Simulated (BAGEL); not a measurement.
# A workflow on GeNH4Cl (SMILES [NH2][GeH2][Cl])

Wanted: the energy (HF/def2-SV(P)), then the energy (NEVPT2(2,2)/def2-SV(P)) of GeNH4Cl. 

The results are computed with BAGEL 1.2.2.

1 further run of the same task is left out (set aside as unsound or not needed).

## Step 1: The structure to begin with

GeNH4Cl has 7 atoms, charge 0, and is taken as a singlet. SMILES: `[NH2][GeH2][Cl]`. The coordinates come from a PBE0-D4/def2-TZVP relaxation. This is one conformer, not always the lowest.

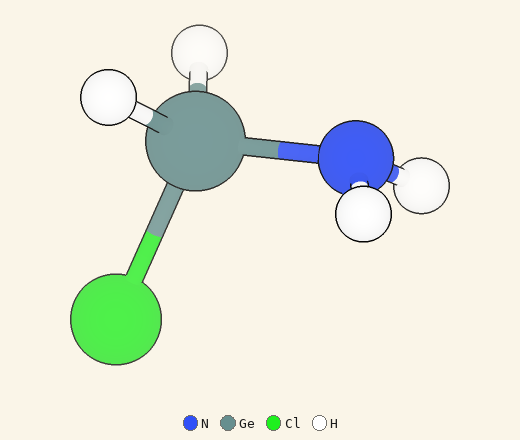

The structure, seen from a chosen angle (nitrogen blue, germanium teal, chlorine green, hydrogen white).

## Step 2: A single-point energy at HF/def2-SV(P) (density fitting with svp-jkfit) (run 1)

Input file input.json:

```json
{ "bagel" : [

{
  "title" : "molecule",
  "basis" : "def2-sv_p_.json",
  "df_basis" : "svp-jkfit",
  "geometry" : [
    { "atom" : "N", "xyz" : [ -1.49835818,  0.97422563, -1.36572964 ] },
    { "atom" : "Ge", "xyz" : [  1.09585785,  0.00630791,  0.66742670 ] },
    { "atom" : "Cl", "xyz" : [  0.74549696, -3.88263130,  1.95492168 ] },
    { "atom" : "H", "xyz" : [ -3.21422950,  0.99557953, -0.52839199 ] },
    { "atom" : "H", "xyz" : [ -1.62308010,  0.02785078, -3.01924000 ] },
    { "atom" : "H", "xyz" : [  1.05692949,  1.63449593,  3.05604052 ] },
    { "atom" : "H", "xyz" : [  3.55306873,  0.11591202, -0.85153516 ] }
  ]
},
{ "title" : "hf" },
{ "title" : "print", "file" : "orbitals.molden", "orbitals" : "true" }

]}
```

The basis set def2-SV(P) is read from a file made from the Basis Set Exchange's data (not shown).

The run is started by

```bash
BAGEL_NUM_THREADS=1 BAGEL input.json > input.out
```

Output:

```text
* using 1 threads per process

  ===============================================================
  ===============================================================

  *** Geometry ***

  { "atom" : "N", "xyz" : [     -1.498358,      0.974226,     -1.365730 ] },
  { "atom" : "Ge", "xyz" : [      1.095858,      0.006308,      0.667427 ] },
  { "atom" : "Cl", "xyz" : [      0.745497,     -3.882631,      1.954922 ] },
  { "atom" : "H", "xyz" : [     -3.214230,      0.995580,     -0.528392 ] },
  { "atom" : "H", "xyz" : [     -1.623080,      0.027851,     -3.019240 ] },
  { "atom" : "H", "xyz" : [      1.056929,      1.634496,      3.056041 ] },
  { "atom" : "H", "xyz" : [      3.553069,      0.115912,     -0.851535 ] },

  Number of auxiliary basis functions:      543

  Since a DF basis is specified, we compute 2- and 3-index integrals:
    o Being stored without compression. Storage requirement is 0.023 GB

  Number of basis functions:       72
  Number of electrons      :       60

    * METHOD: MOLECULE                             0.28

  *** RHF ***

  === Nuclear Repulsion ===
   274.8207178766

      * DIIS with orbital gradients will be used.

  === RHF iteration (def2-sv_p_.json) ===
      0      -2591.09484985          0.01695122           0.08
      1      -2591.18974790          0.01024923           0.08
      2      -2591.23124074          0.00114934           0.08
      3      -2591.23210773          0.00028940           0.08
      4      -2591.23216007          0.00006082           0.08
      5      -2591.23216410          0.00002277           0.08
      6      -2591.23216462          0.00000998           0.08
      7      -2591.23216471          0.00000207           0.08
      8      -2591.23216472          0.00000062           0.08
      9      -2591.23216472          0.00000026           0.08
     10      -2591.23216472          0.00000007           0.08
     11      -2591.23216472          0.00000002           0.08
     12      -2591.23216472          0.00000001           0.08
    * SCF iteration converged.

    * Permanent dipole moment:
           (    0.257226,    -0.467331,     0.346047) a.u.

    * METHOD: HF                                   1.24

    * METHOD: PRINT                                0.01

  ===============================================================
```

It took 1.7 s on 1 thread of Arm Neoverse V1, shared host; peak memory 0.14 GiB.

## Step 3: A single-point energy at NEVPT2(2,2)/def2-SV(P) (density fitting with svp-jkfit) (run 2)

Input file nevpt2.json:

```json
{ "bagel": [

{
  "title": "molecule",
  "basis": "def2-sv_p_.json",
  "df_basis": "svp-jkfit",
  "geometry": [
    { "atom": "N", "xyz": [    -1.49835818,     0.97422563,    -1.36572964 ] },
    { "atom": "Ge", "xyz": [     1.09585785,     0.00630791,     0.66742670 ] },
    { "atom": "Cl", "xyz": [     0.74549696,    -3.88263130,     1.95492168 ] },
    { "atom": "H", "xyz": [    -3.21422950,     0.99557953,    -0.52839199 ] },
    { "atom": "H", "xyz": [    -1.62308010,     0.02785078,    -3.01924000 ] },
    { "atom": "H", "xyz": [     1.05692949,     1.63449593,     3.05604052 ] },
    { "atom": "H", "xyz": [     3.55306873,     0.11591202,    -0.85153516 ] }
  ]
},

{
  "title": "hf"
},

{
  "title": "nevpt2",
  "nstate": 1,
  "nact": 2,
  "nclosed": 29,
  "nspin": 0,
  "active": [22, 32],
  "maxiter": 200,
  "natocc": true,
  "ncore": 15
},

{
  "title": "print",
  "file": "orbitals.molden",
  "orbitals": true
}

]}
```

The basis set def2-SV(P) is read from a file made from the Basis Set Exchange's data (not shown).

The run is started by

```bash
BAGEL_NUM_THREADS=1 BAGEL nevpt2.json > nevpt2.out
```

Output:

```text
* using 1 threads per process

  ===============================================================
  ===============================================================

  *** Geometry ***

  { "atom" : "N", "xyz" : [     -1.498358,      0.974226,     -1.365730 ] },
  { "atom" : "Ge", "xyz" : [      1.095858,      0.006308,      0.667427 ] },
  { "atom" : "Cl", "xyz" : [      0.745497,     -3.882631,      1.954922 ] },
  { "atom" : "H", "xyz" : [     -3.214230,      0.995580,     -0.528392 ] },
  { "atom" : "H", "xyz" : [     -1.623080,      0.027851,     -3.019240 ] },
  { "atom" : "H", "xyz" : [      1.056929,      1.634496,      3.056041 ] },
  { "atom" : "H", "xyz" : [      3.553069,      0.115912,     -0.851535 ] },

  Number of auxiliary basis functions:      543

  Since a DF basis is specified, we compute 2- and 3-index integrals:
    o Being stored without compression. Storage requirement is 0.023 GB

  Number of basis functions:       72
  Number of electrons      :       60

    * METHOD: MOLECULE                             0.28

  *** RHF ***

  === Nuclear Repulsion ===
   274.8207178766

      * DIIS with orbital gradients will be used.

  === RHF iteration (def2-sv_p_.json) ===
      0      -2591.09484985          0.01695122           0.08
      1      -2591.18974790          0.01024923           0.08
      2      -2591.23124074          0.00114934           0.08
      3      -2591.23210773          0.00028940           0.08
      4      -2591.23216007          0.00006082           0.08
      5      -2591.23216410          0.00002277           0.08
      6      -2591.23216462          0.00000998           0.08
      7      -2591.23216471          0.00000207           0.08
      8      -2591.23216472          0.00000062           0.08
      9      -2591.23216472          0.00000026           0.08
     10      -2591.23216472          0.00000007           0.08
     11      -2591.23216472          0.00000002           0.08
     12      -2591.23216472          0.00000001           0.07
    * SCF iteration converged.

    * Permanent dipole moment:
           (    0.257226,    -0.467331,     0.346047) a.u.

    * METHOD: HF                                   1.25

    * freezing 15 orbitals
  ---------------------------
      CASSCF calculation
  ---------------------------

    ==== Active orbitals : =====
         Orbital 22
         Orbital 32
    ============================

    * nstate   :      1
    * nclosed  :     29
    * nact     :      2
    * nvirt    :     41
  === CASSCF iteration (def2-sv_p_.json) ===

    * Using the second-order algorithm

      0  0     -2591.23243437     6.07e-05      0.02

      1  0     -2591.23423237     2.83e-04      0.34

      2  0     -2591.24002638     3.94e-04      0.36

      3  0     -2591.24129896     1.90e-04      0.41

      4  0     -2591.24145281     9.27e-05      0.39

      5  0     -2591.24148635     6.07e-05      0.38

      6  0     -2591.24149578     3.69e-05      0.37

      7  0     -2591.24149872     2.20e-05      0.40

      8  0     -2591.24149975     1.34e-05      0.40

      9  0     -2591.24150015     8.46e-06      0.41

     10  0     -2591.24150033     5.62e-06      0.40

     11  0     -2591.24150043     3.95e-06      0.42

     12  0     -2591.24150048     2.96e-06      0.39

     13  0     -2591.24150052     2.35e-06      0.41

     14  0     -2591.24150054     1.98e-06      0.40

     15  0     -2591.24150056     1.78e-06      0.42

     16  0     -2591.24150058     1.70e-06      0.41

     17  0     -2591.24150061     1.77e-06      0.41

     18  0     -2591.24150064     2.01e-06      0.41

     19  0     -2591.24150069     2.62e-06      0.41

     20  0     -2591.24150084     4.34e-06      0.39

     21  0     -2591.24150346     1.53e-05      0.41

     22  0     -2591.24150028     1.91e-05      0.39

     23  0     -2591.24150069     2.81e-06      0.47

     24  0     -2591.24150088     3.52e-06      0.40

     25  0     -2591.24150633     2.03e-05      0.41

     26  0     -2591.24150035     1.98e-05      0.40

     27  0     -2591.24150142     4.18e-06      0.48

     28  0     -2591.24155988     5.05e-05      0.33

     29  0     -2591.24139246     6.79e-04      0.37

     30  0     -2591.24174516     4.87e-05      0.45

     31  0     -2591.24176826     1.87e-05      0.44

     32  0     -2591.24176999     1.36e-05      0.41

     33  0     -2591.24177010     5.84e-06      0.44

     34  0     -2591.24177011     2.17e-06      0.46

     35  0     -2591.24177011     7.73e-07      0.46

     36  0     -2591.24177011     2.70e-07      0.47

     37  0     -2591.24177011     9.34e-08      0.42

     38  0     -2591.24177011     3.22e-08      0.38

     39  0     -2591.24177011     1.11e-08      0.37

     40  0     -2591.24177011     3.83e-09      0.33

    * Second-order optimization converged. *

     guess   0:   closed 1.                   open ..

  === FCI iteration ===

      0  0     -2591.23186090     5.62e-02      0.00
      1  0     -2591.24173405     2.57e-03      0.00
      2  0 *   -2591.24177011     4.48e-16      0.00

     * ci vector, state   0, <S^2> = 0.0000
       2.     0.9961312214
       .2    -0.0878782661

  === DF-NEVPT2 calculation ===

    * 3-index integral transformation done
    * assembly done

      NEVPT2 correlation energy:   -0.4966687909      0.11

          (+0)     -0.4095533851
          (+0)'    -0.0251975322
          (+1)     -0.0152078395
          (+1)'    -0.0000000000
          (+2)     -0.0011399461
          (-1)     -0.0393739835
          (-1)'     0.0000000000
          (-2)     -0.0061961044

      NEVPT2 total energy:       -2591.7384389012

    * METHOD: NEVPT2                              16.67

    * METHOD: PRINT                                0.01

  ===============================================================
```

Run time: 19 s. Hardware: 1 thread of Arm Neoverse V1, shared host; peak memory 0.14 GiB.

## Step 4: What came out

```
                                   quantity           value
         run 1, HF/def2-SV(P): total energy  -2591.23216 Eh
        run 1, HF/def2-SV(P): dipole moment          1.62 D
          run 1, HF/def2-SV(P): HOMO energy       -11.37 eV
          run 1, HF/def2-SV(P): LUMO energy         4.03 eV
        run 1, HF/def2-SV(P): HOMO–LUMO gap        15.39 eV
run 2, NEVPT2(2,2)/def2-SV(P): total energy  -2591.73844 Eh
```
